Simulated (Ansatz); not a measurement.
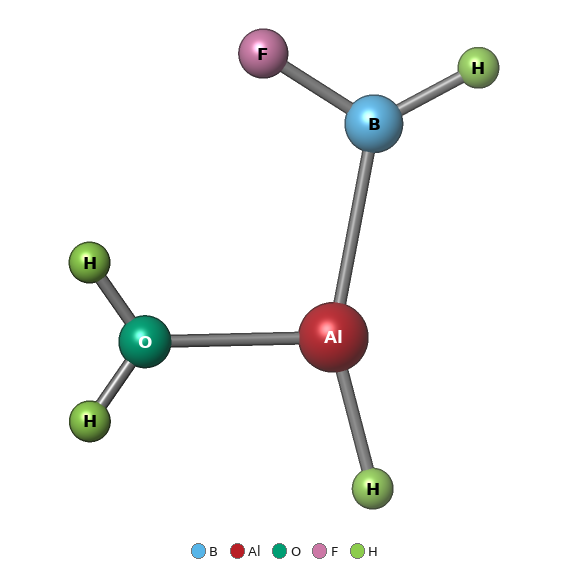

All atoms lie in one plane, which faces the viewer. State: charge +1, singlet. Computed geometry: PBE0-D4/def2-TZVP optimisation. No frequency run is at hand to confirm it as a minimum.

**Which symmetry elements does this geometry have?**

It has 1 mirror plane, so the point group is Cs. The group has 2 operations. The geometry is achiral, and symmetry allows a dipole moment.
